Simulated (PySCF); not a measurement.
## Electronic structure of H11OSi5 (charge +1) in real space

Input

```
{"job": {"kind": "nmr", "xc": "PBE0", "basis": "pcSseg-1"}, "charge": 1, "multiplicity": 1}
Si     0.017711    -2.104172     0.082909
Si     0.346130    -0.771782    -1.838597
Si     0.998161     1.383018    -1.094890
Si     0.985937     1.343414     1.266972
Si    -0.479451    -0.447465     1.672235
O     -2.106622     0.258993     0.943512
H     -1.077688    -3.115007     0.005310
H      1.283422    -2.701589     0.604328
H      1.360774    -1.400721    -2.730724
H     -0.975586    -0.665706    -2.528910
H     -0.029406     2.378571    -1.526800
H      2.350754     1.769217    -1.587393
H      0.504246     2.584632     1.941985
H      2.274293     0.864634     1.851453
H     -0.960302    -0.781088     3.041709
H     -2.852921    -0.324403     0.723393
H     -2.450450     1.122217     1.230651
```

Run with:

```sh
OMP_NUM_THREADS=1 python cluster_run.py task.json out
```

Geometry: PBE0-D3(BJ)/def2-SVP.

The calculation used PBE0/pcSseg-1, SCF density, gas phase, non-relativistic (PySCF 2.14.0).

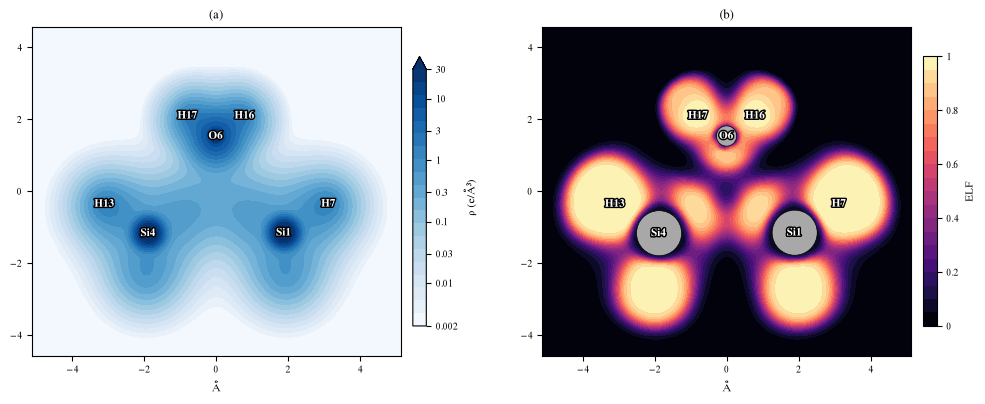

Figure 1. (a) electron density; (b) ELF on the plane of atoms H16, O6 and H17. Grey discs cover the atomic cores in the ELF map.

### What do the fields say about this system?

Atoms in the plane: Si, O and H. O–H (0.97 Å): ρ is about 3.7 e/Å³ halfway; the ELF climbs to about 1 towards the hydrogen, as it does in any bond to H; a covalent bond by its length. Si–H (1.49 Å): ρ at the midpoint is about 0.77 e/Å³; the ELF climbs to about 1 towards the hydrogen.

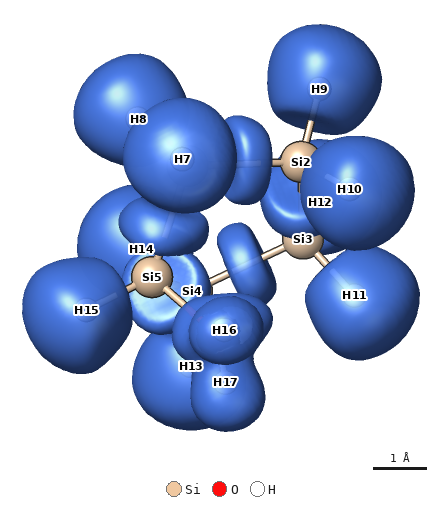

Figure 2. Isosurface of the electron localisation function at 0.75 (blue), seen at an oblique angle. Only the valence region is drawn (cores and ρ < 0.01 e/Å³ removed).

### Describe the localisation domains.

The ELF exceeds this value in five regions between bonded Si–Si atoms (shared pairs), nine regions around hydrogen nuclei and one joined region spread over several atoms (H, O), in which their bonds and any lone pairs are merged. Profiles from the grid: Si–O (1.92 Å): the ELF peaks at about 0.90 in the valence shell of O, 0.6 Å from its nucleus, and is about 0.60 at the midpoint. Si–Si (2.35 Å): the ELF peaks at about 1 between the atoms (a shared electron pair).
